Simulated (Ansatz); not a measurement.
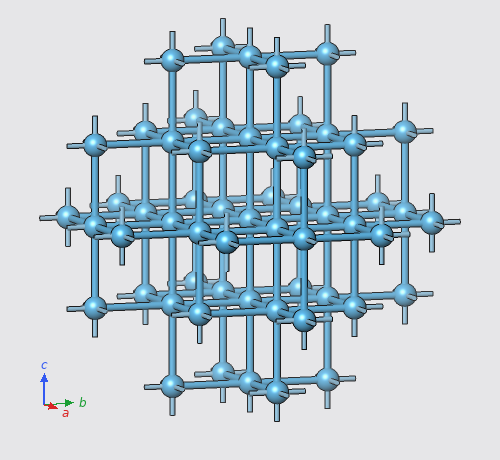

A cut-out of a periodic net derived from a crystal structure. Nodes are coloured by topological kind. Edges to nodes outside the piece are drawn as stubs.

### Describe the net.

A uninodal 6-connected, three-periodic net. It is the pcu net, known from NaCl, ReO3 and the B-X framework of perovskite.

### Give point symbol and coordination sequence.

4¹²·6³, sequence 6, 18, 38, 66, 102.

Origin of the net. ReBi (space group Fm-3m, No. 225): the input geometry of an electronic-structure calculation (not necessarily at equilibrium); the starting structure was generated, so it need not be a known form of this composition. Bonds are taken as Bi–Re below 3.1 Å. Atoms with one bond or none are removed and atoms with two bonds are replaced by edges, until no such atom is left. Re and Bi are 6-connected nodes.
